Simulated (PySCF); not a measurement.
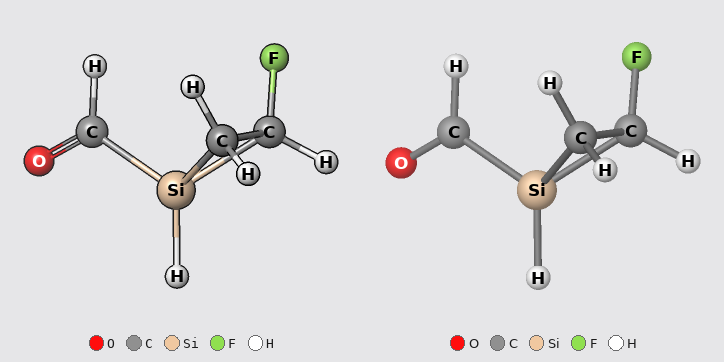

Both panels show the same species.

The computed structure is the end point of a PBE0-D3(BJ)/def2-SVP optimisation. No frequency run is at hand to confirm it as a minimum.

What does the picture show?

Formula C3H5FOSi. As SMILES it reads `O=C[Si@@H]1C[C@@H]1F`. Independent rings (smallest set): 1 of 3 members. Among its groups: C–F bond, Si–H bond. The point group is C1. Coordination, clear cases only: 1 C trigonal planar.

The parts below concern this one geometry. Atoms keep their numbers from picture to picture.

**Geometry**

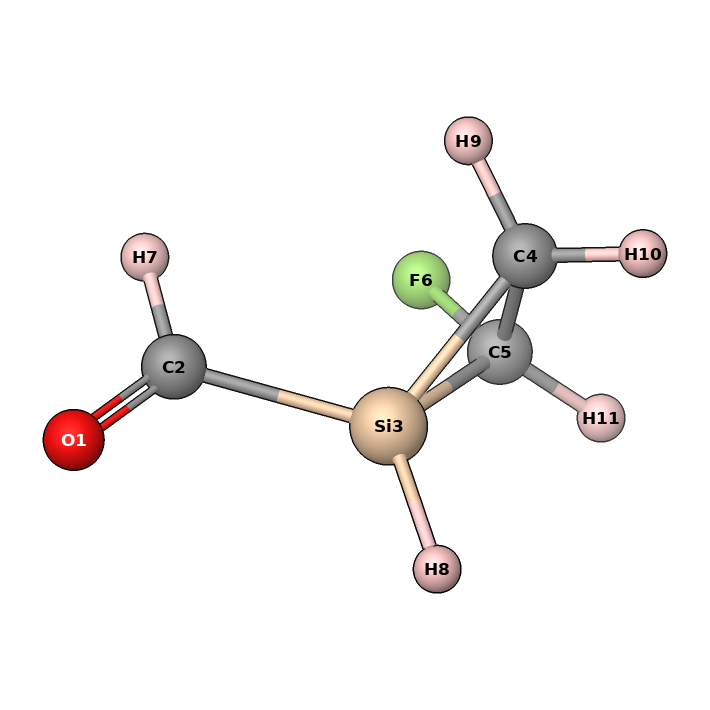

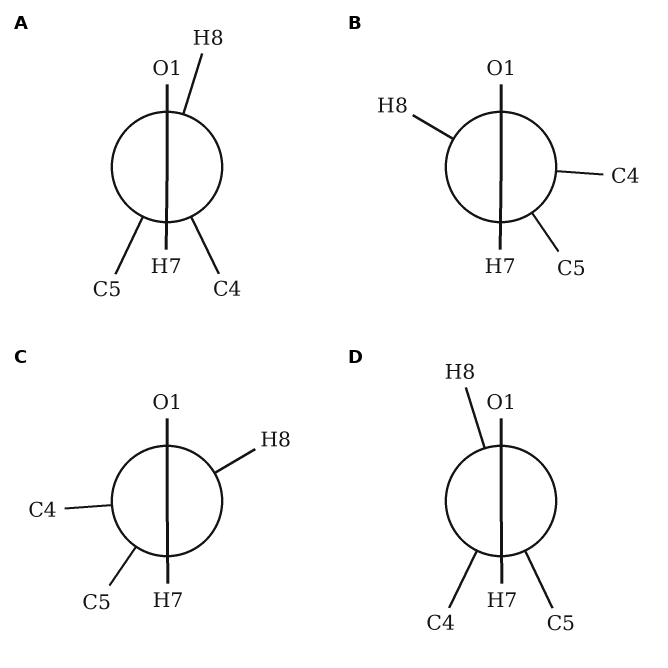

Distant atoms are faded towards the background colour. Bonds that would overlap in a projection are set slightly apart. No frequency run is at hand to confirm it as a minimum.

> Which Newman projection shows the view along C2–Si3, with C2 in front?

D. The torsion angle O1–C2–Si3–C4 is −154°, antiperiplanar (anti).

**Electronic properties**

No frequency run is at hand to confirm it as a minimum. Level of theory: OPBE/pcSseg-2, gas phase (PySCF 2.14.0).

Predict the main results.

- dipole moment: 2.78 D
- HOMO energy (Kohn–Sham orbital): −5.70 eV
- LUMO energy (Kohn–Sham orbital): −2.79 eV
- HOMO–LUMO gap: 2.91 eV

**NMR shielding**

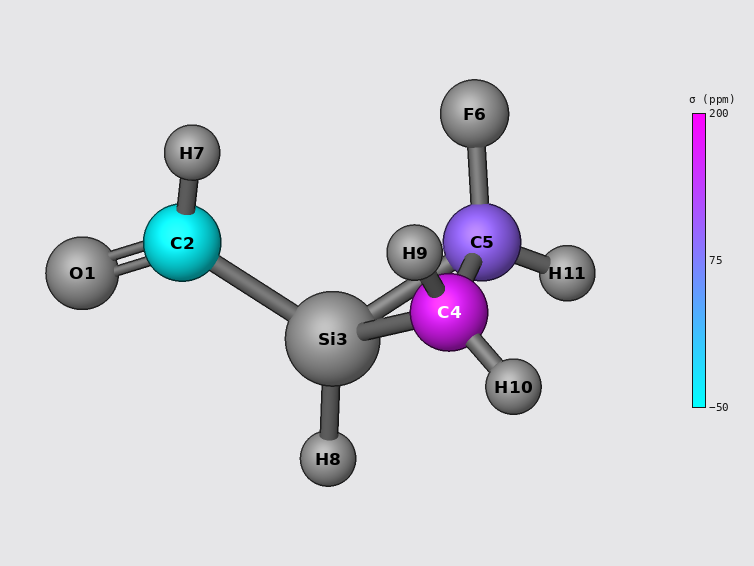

Atoms are coloured by their isotropic NMR shieldings (C only, the others grey). No frequency run is at hand to confirm it as a minimum. Properties computed with GIAO KT3/pcSseg-2 NMR shielding, non-relativistic, gas phase (PySCF 2.14.0).

Give the isotropic NMR shieldings of the C atoms atom by atom.

| atom | σ (ppm) |
| --- | --- |
| C2 | −42.5 |
| C4 | 172.4 |
| C5 | 98.9 |

**Bond orders**

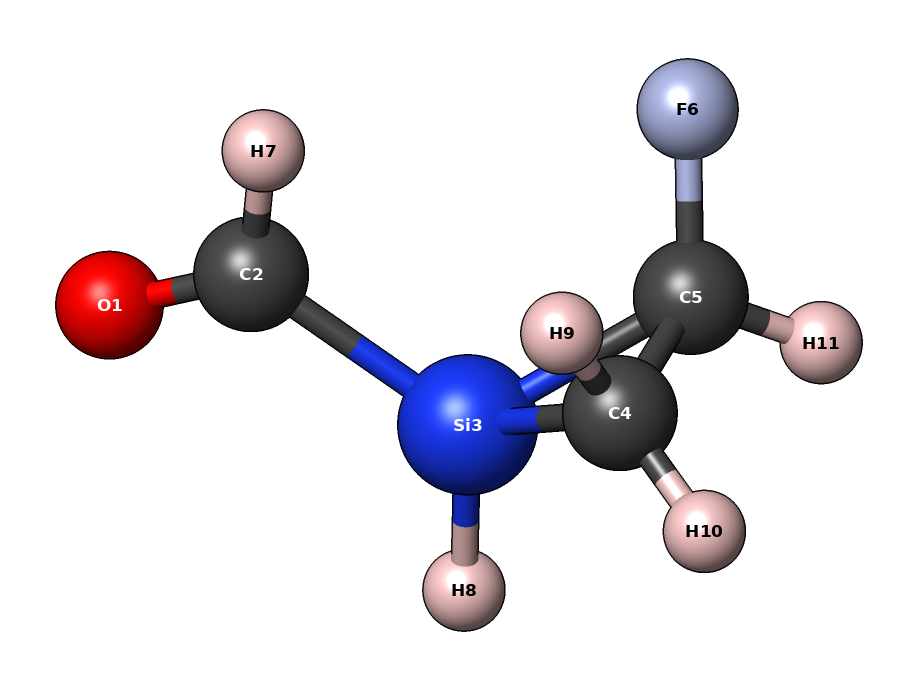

Every bond is drawn as one stick. No frequency run is at hand to confirm it as a minimum. Level of theory: PBE0/cc-pVDZ (PySCF 2.14.0).

> Which bond has the highest Mayer bond order?

O1–C2, 2.11, at a length of 1.205 Å.

List the Mayer bond orders of O1–C2, C2–Si3, C2–H7, Si3–C4, Si3–C5, Si3–H8, C4–C5, C4–H9, C4–H10, C5–F6, C5–H11.

```json
{"bond": "O1–C2", "Mayer order": "2.11", "length (Å)": "1.205"}
{"bond": "C2–Si3", "Mayer order": "0.97", "length (Å)": "1.903"}
{"bond": "C2–H7", "Mayer order": "0.89", "length (Å)": "1.125"}
{"bond": "Si3–C4", "Mayer order": "0.97", "length (Å)": "1.882"}
{"bond": "Si3–C5", "Mayer order": "0.94", "length (Å)": "1.889"}
{"bond": "Si3–H8", "Mayer order": "0.93", "length (Å)": "1.482"}
{"bond": "C4–C5", "Mayer order": "0.97", "length (Å)": "1.506"}
{"bond": "C4–H9", "Mayer order": "0.94", "length (Å)": "1.097"}
{"bond": "C4–H10", "Mayer order": "0.94", "length (Å)": "1.096"}
{"bond": "C5–F6", "Mayer order": "1.02", "length (Å)": "1.363"}
{"bond": "C5–H11", "Mayer order": "0.94", "length (Å)": "1.098"}
```
